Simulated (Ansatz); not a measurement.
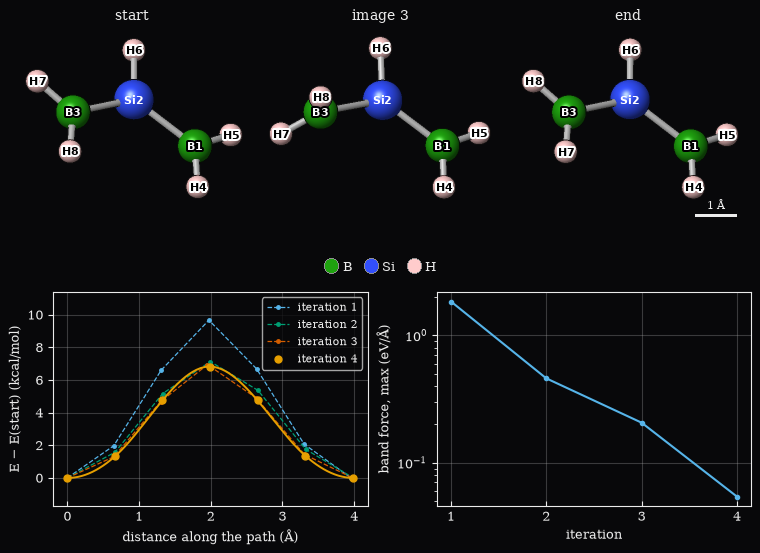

A search for the minimum-energy path of B2SiH5 (multiplicity 2) by the nudged elastic band. Images are numbered from 0 (start) to 6 (end). The plot follows the band through its iterations. The picture is a ball-and-stick view, seen at a tilt.

Level of theory: UKS CAM-B3LYP/STO-3G (Ansatz 0.2.0). Set-up: 5 movable images; climbing image; force threshold 0.2 eV/Å; iteration limit 60; starting path by image-dependent pair potential.

Q: Judge this run.

A: The run is converged, with reservations. The band converged in 4 iterations. The largest component of the band force went from 1.8 to 0.054 eV/Å. The climbing image converged on the top of the path. Its curvatures weren't checked. The force threshold is loose. The first iteration put the highest image at 9.7 kcal/mol. The barrier is about 6.8 kcal/mol in both directions, with image 3 at the top; the ends have the same energy.

Limits of the set-up: STO-3G is a minimal basis, so the numbers are rough.

The run took 41 s on 1 thread of Arm Neoverse V1, on a shared host, peak memory 0.1 GiB.
